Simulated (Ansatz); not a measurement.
# A hypothetical structure for Ta2PbN, part 2 of 2

This structure for Ta2PbN is made up. Its elements were placed in a known structure type with a cell scaled to their sizes. What cell does the guess relax to, and how far off was it?

Ansatz 0.2.0; DFT, r2SCAN, plane-wave PAW, files of the set soft_1, scalar-relativistic, no spin, cell and ions relaxed at zero pressure; PAW set soft_1 (the session's first sound run).

So far: The starting structure; Relaxation of the guess. The relaxed cell has a = 3.382, c = 13.222 Å (conventional setting).

### 3. Electronic structure of the relaxed cell

A second self-consistent run takes a narrower smearing and the mesh shown in its input; the bands follow along the standard path of the relaxed lattice.

This step: DFT, r2SCAN, plane-wave PAW, files of the set soft_1, scalar-relativistic, no spin, bands and density of states at the relaxed cell; PAW set soft_1 (Ansatz 0.2.0).

The input, input.yaml:

```yaml
crystal:
  lattice:
    - [3.3819587062, 0.0, 0.0]
    - [-1.6909793531, 2.9288621541, 0.0]
    - [0.0, 0.0, 13.2223358799]
  atoms:
    - { symbol: Pb, position: [0.3333333333, 0.6666666667, 0.75] }
    - { symbol: Pb, position: [0.6666666667, 0.3333333333, 0.25] }
    - { symbol: Ta, position: [0.6666666667, 0.3333333333, 0.574189943] }
    - { symbol: Ta, position: [0.3333333333, 0.6666666667, 0.425810057] }
    - { symbol: Ta, position: [0.3333333333, 0.6666666667, 0.074189943] }
    - { symbol: Ta, position: [0.6666666667, 0.3333333333, 0.925810057] }
    - { symbol: "N", position: [0.0, 0.0, 0.5] }
    - { symbol: "N", position: [0.0, 0.0, 0.0] }
kpoints:
  mp_grid: { grid: [10, 10, 4] }
  band_path:
    path:
      - [[0.0, 0.0, 0.0], [0.5, 0.0, 0.0], [0.33333333, 0.33333333, 0.0], [0.0, 0.0, 0.0], [0.0, 0.0, 0.5], [0.5, 0.0, 0.5], [0.33333333, 0.33333333, 0.5], [0.0, 0.0, 0.5]]
      - [[0.5, 0.0, 0.5], [0.5, 0.0, 0.0]]
      - [[0.33333333, 0.33333333, 0.0], [0.33333333, 0.33333333, 0.5]]
    npoints: 8
scf:
  occupations: { method: fermi_dirac, width: 0.03 }
  n_extra_bands: 12
hamiltonian:
  xc: r2scan
  pseudopotentials: { kind: paw, azcp: { folder: soft_1 } }
output:
  forces: true
  stress: true
  write_bands: true
  dos: { projected: true }
  write_density: true
  write_potential: true
  elf: true
  volumetric_format: npy
```

Command:

```console
ansatz run input.yaml --threads 4 --pin off --max-ram 10240MiB --backend cpu --events-out ev --progress --plain --runs-dir out
```

Numbers of over 12 decimals in the logs are rounded to 6 here.

Output:

```text
[...]
Crystal: 8 atoms, lattice volume = 130.971 Å³
Basis set: ecut = 500 eV, 3301 PW (Γ), exchange–correlation on 100×100×400 points (64 copies of the dense FFT grid, shifted against one another)
Bands: 57, of which v1, the nominal top of the filled ones, is band 45 counted from 1 (44 counted from 0)
Symmetry: 24 space group operations
[...]
k-points: 42 of 400
[...]
SCF iter   1: F=—  HF=-64401.251778 eV  |F-HF|=—  |Δ(HF+E_count)|=         —  Δρ=5.87e-2  dr2=2.19e1  dr2_τ=6.16e-1  ethr=3.10e-3  ⟨swp⟩=6.3  Hψ=9708  notcnv=0  defer=7
[...]
SCF iter  10: F=-64398.133696 eV  HF=-64398.133696 eV  |F-HF|=6.26e-10  |Δ(HF+E_count)|=   8.52e-8  Δρ=3.48e-6  dr2=2.32e-8  dr2_τ=6.62e-10  ethr=1.11e-10  ⟨swp⟩=19.6  Hψ=19588  notcnv=0
SCF 1 converged in 10 iterations: F = -64398.133696 eV  dr2 = 2.32e-8
[...]
NSCF: frozen V_eff on 75 k-points
SCF converged after 10 iterations
Free energy (F): -64398.133696 eV
[...]
Internal energy: -64398.109851 eV  (E = F + TS)
E sigma→0 (E₀):  -64398.121774 eV
Entropy (-TS):   -0.023845 eV (-2.981 meV/atom)
Fermi energy:    17.836509 eV
[...]
--- Forces (eV/Å), atoms counted from 1 ---
  atom   1  Pb     0.00000000     0.00000000     0.00000000
  atom   2  Pb    -0.00000000    -0.00000000     0.00000000
  atom   3  Ta     0.00000000    -0.00000000    -0.00671571
  atom   4  Ta     0.00000000     0.00000000     0.00671571
  atom   5  Ta     0.00000000     0.00000000    -0.00671571
  atom   6  Ta     0.00000000    -0.00000000     0.00671571
  atom   7  N     -0.00000000     0.00000000     0.00000000
  atom   8  N      0.00000000     0.00000000    -0.00000000
  max |Σ_I F_I| component: 2.31e-17 eV/Å
--- Stress (GPa, compression-positive) ---
       -0.025563       0.000000       0.000000
        0.000000      -0.025563       0.000000
        0.000000       0.000000      -0.030226
  P = ⅓ Tr σ = -0.0271 GPa (-0.271 kbar)
--- Band table (eV; the first three rows and the last of 42) ---
  k-point 0: bands = [... 41 lower, 15.7620, 17.4256, 18.6173, 18.6222, 18.6685, 18.6685, 18.9037, 18.9429, ... 8 higher]
  k-point 1: bands = [... 41 lower, 15.7601, 17.8232, 18.6159, 18.6230, 18.7287, 18.7287, 18.9071, 18.9368, ... 8 higher]
  k-point 2: bands = [... 41 lower, 15.7553, 18.5445, 18.5445, 18.7034, 18.7034, 18.8878, 18.8878, 18.8878, ... 8 higher]
  k-point 41: bands = [... 41 lower, 14.7249, 15.9045, 15.9045, 16.6594, 16.6594, 17.8622, 17.8622, 19.7644, ... 8 higher]
```

It took 23 s on 4 threads of Arm Neoverse V1, shared host; peak memory 0.99 GiB.

The column dr2 measures how far the density is from self-consistency, as an energy; F and HF (Harris–Foulkes) agree once it is small.

This step gave:

```
free energy             : -64398.1337 eV
energy at zero smearing : -64398.1218 eV
smearing term TS        : 0.02385 eV
Fermi energy            : 17.84 eV
pressure                : -0.02712 GPa
```

bands.tsv at the labelled points (eV, zero at the Fermi level; the bands that come nearest the Fermi level along the path):

```
point  band 41  band 42  band 43  band 44  band 45  band 46  band 47  band 48
    Γ    -2.07    -2.07    -0.41     0.78     0.79     0.83     0.83     1.07
    M    -3.37    -3.35    -0.26     0.15     0.25     0.35     0.72     0.78
    K    -3.64    -3.20    -2.42    -1.46    -1.46    -0.58    -0.58     0.50
    Γ    -2.07    -2.07    -0.41     0.78     0.79     0.83     0.83     1.07
    A    -2.08    -2.08     0.71     0.71     0.87     0.87     1.05     1.05
    L    -3.36    -3.36    -0.13    -0.13     0.11     0.11     1.06     1.06
    H    -3.20    -3.20    -1.92    -1.92    -1.23    -1.23    -0.18    -0.18
    A    -2.08    -2.08     0.71     0.71     0.87     0.87     1.05     1.05
    L    -3.36    -3.36    -0.13    -0.13     0.11     0.11     1.06     1.06
    M    -3.37    -3.35    -0.26     0.15     0.25     0.35     0.72     0.78
    K    -3.64    -3.20    -2.42    -1.46    -1.46    -0.58    -0.58     0.50
    H    -3.20    -3.20    -1.92    -1.92    -1.23    -1.23    -0.18    -0.18
```

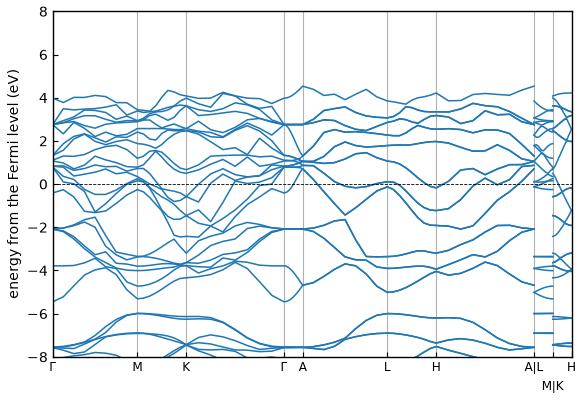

Bands along the path. 30 bands lie wholly below the window drawn.

Counts of states for the cell as run, both spins, by energy window (eV from the Fermi level):

```
from  to  total
  -8  -7   5.52
  -7  -6   3.76
  -6  -5   0.05
  -5  -4   2.38
  -4  -3   6.55
  -3  -2   2.22
  -2  -1   3.64
  -1   0   3.29
   0   1   4.94
   1   2   4.79
   2   3   6.60
```

Below -8 eV lie 62.7 more states.

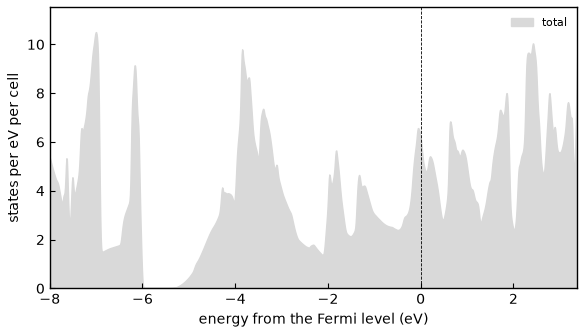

Total density of states, smoothed over about 0.04 eV.

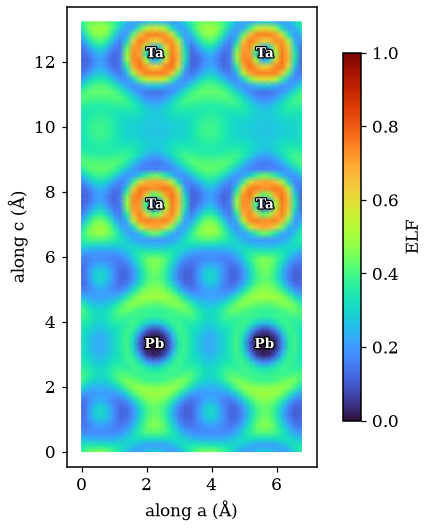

ELF in the ac plane at fractional y = 0.333, with atoms of Pb and Ta within 0.2 Å of it. It is the smooth field of the valence electrons, not physical close to the nuclei.

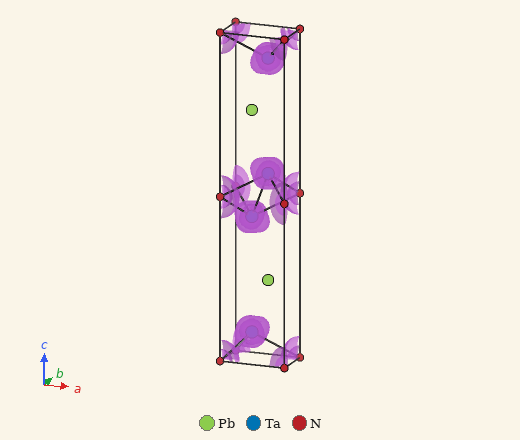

Surface of ELF = 0.73. Bonds to atoms that aren't drawn are left out.

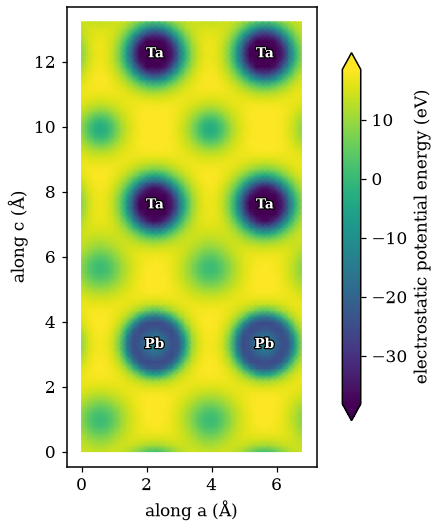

Electrostatic potential energy in the ac plane at fractional y = 0.333, with atoms of Pb and Ta within 0.2 Å of it. With pseudopotentials it is smooth inside the atoms' cores, unlike the true potential.

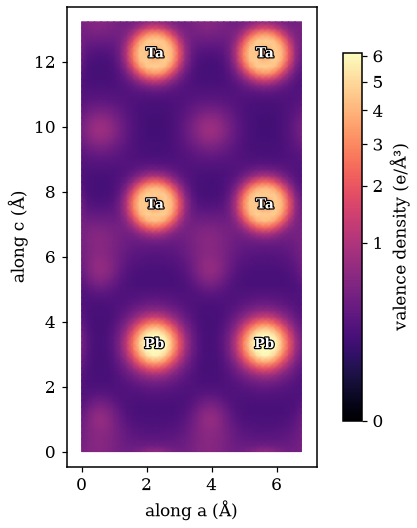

Valence density in the ac plane at fractional y = 0.333, with atoms of Pb and Ta within 0.2 Å of it. It is the smooth field of the valence electrons, not physical close to the nuclei. The colour scale is stretched toward low values.

### 4. Outcome

* space group, relaxed: P6_3/mmc
* conventional cell: a = 3.382, b = 3.382, c = 13.222 Å; α = 90.0°, β = 90.0°, γ = 120.0°
* volume per atom: 16.37 Å³ (guess 17.58)

In words: Ta2PbN relaxes to P6_3/mmc with a = 3.382, b = 3.382 and c = 13.222 Å. The guessed volume was 7 % too large. The space group P6_3/mmc was held in the relaxation, so the end point is a stationary structure within it and may be a saddle against distortions or other arrangements. Bands cross the Fermi level, so it is a metal or semimetal at this level. On the 10×10×4 mesh with the narrower smearing (relaxed on 9×9×2) the largest force component is 0.007 eV/Å and the largest stress component is 0.030 GPa, within the relaxation's thresholds of 0.015 eV/Å and 0.05 GPa. The cutoff wasn't tested. Spin-orbit coupling is left out, which can matter for elements this heavy. No dispersion term is used, so weakly bound directions may come out too long. The runs have no spin, and magnetism wasn't tested. Nothing here tests whether the compound is stable against decomposition.

[Logs are printed without paths, hosts, clocks, repeated set-up lines and the standing remarks that a program may print on its own settings, such as how far it seeks lower states.]

[Hosts, paths, dates, database ids (printed as entryN), source tags and the programs' standing remarks are cut or masked in the printed files.]
